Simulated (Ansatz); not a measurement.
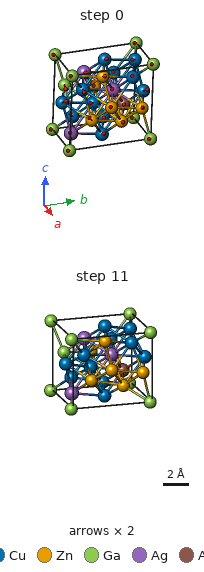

The structure of a crystal of Zn₅Ga₂Cu₉Ag₃Au (a generated structure, set up in P1) (coarse preliminary run) before (top) and after (bottom) a relaxation, at one scale. The red arrows give the displacements (the part carried along by the change of the cell is left out), magnified 2 times.

The picture is a ball-and-stick view of the cell of the calculation, seen slightly off an axis.

Case: elements placed on the bcc lattice with like neighbours.

Method: Ansatz, DFT r2SCAN, scalar-relativistic, plane waves, PAW. Settings: plane-wave cutoff 500 eV; k-point mesh 2 × 2 × 2; occupations gaussian; smearing width 0.1 eV; mesh shifted by (0.5, 0.5, 0.5); no spin polarisation; cell and atoms relaxed; force threshold 0.04 eV/Å; at most 50 steps.

> Describe what moved and what it gained.

The run was cut off at its time limit before the program reported convergence, but its last step already meets the force threshold: the largest component is 0.023 eV/Å against 0.04 eV/Å. The pressure is within 0.04 GPa of its target. Over 10 accepted moves (11 points after the start) the energy falls by 2.016 eV per cell of the calculation. Largest force component: 0.83 eV/Å at the start, 0.023 eV/Å at the end. Pressure: −7.26 GPa at the start and −0.04 GPa at the end. The line search rejected the trial step at point 8 of the run. The largest move relative to the cell is that of a Cu atom, 0.56 Å roughly along +a. Largest moves by element: Cu 0.56 Å, Ga 0.53 Å, Zn 0.45 Å, Ag 0.35 Å, Au 0.24 Å. The volume changes by −7.0 %, with a 6.722 → 6.926 Å (+3.0 %), b 6.722 → 6.507 Å (−3.2 %), c 6.722 → 6.449 Å (−4.1 %), α 80.9° → 84.5°, β 80.9° → 75.9°, γ 80.9° → 75.6°. Near-neighbour distances that change, for instance: Cu–Zn 3.018 → 3.746 Å, Cu–Zn 3.099 → 3.797 Å, Cu–Zn 3.095 → 3.750 Å, Ag–Zn 3.053 → 3.643 Å. New bonds form, among them: Cu–Cu (3.12 → 2.59 Å). The space group stays P1 (No. 1).

Limits of the set-up: the k-point mesh is coarse for a cell with partly filled bands.
